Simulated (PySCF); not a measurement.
# C4H3BrO: the cost of one run

The runs use PySCF 2.14.0, with density-fitted response routines of our own; the level of theory stands in each step. All values are computed, except where a source is named. Atoms count from 0, in the outputs and in this text.

### 1 The starting structure

9 atoms, charge 0, multiplicity 1; geometry from: MMFF94s.

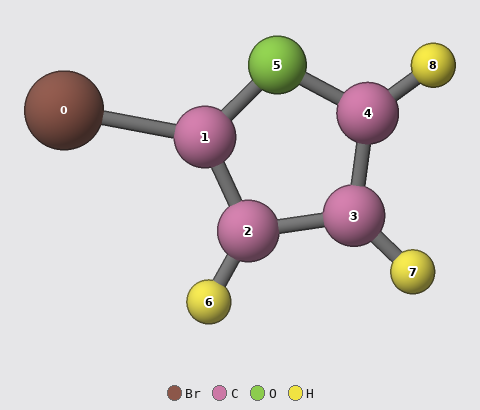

The starting geometry (bromine brown, carbon pink, oxygen green, hydrogen yellow), atoms numbered; sticks join atoms by distance.

### 2 Geometry optimisation at PBE0-D3(BJ)/def2-SVP

Job settings and geometry (Å):

```
{"job": {"xc": "PBE0", "basis": "def2-SVP", "d3": "d3bj", "grid": 1, "kind": "geom"}, "charge": 0, "multiplicity": 1}
Br     2.988377    -0.519461     0.164600
C      1.100776    -0.319987     0.045638
C      0.418423     0.872662     0.133223
C     -0.955189     0.554480    -0.007343
C     -1.016435    -0.809826    -0.170953
O      0.229843    -1.348614    -0.139852
H      0.855590     1.850096     0.280068
H     -1.796023     1.233676     0.008463
H     -1.825361    -1.513027    -0.313845
```

Launch:

```
OMP_NUM_THREADS=1 python probes_run.py task.json out
```

This one command runs all jobs of the session in turn.

**Question.** How long does this first job take on 1 thread of Arm Neoverse V1, shared host, and how much memory does it need?

About 39 s, with a peak of 0.48 GiB.
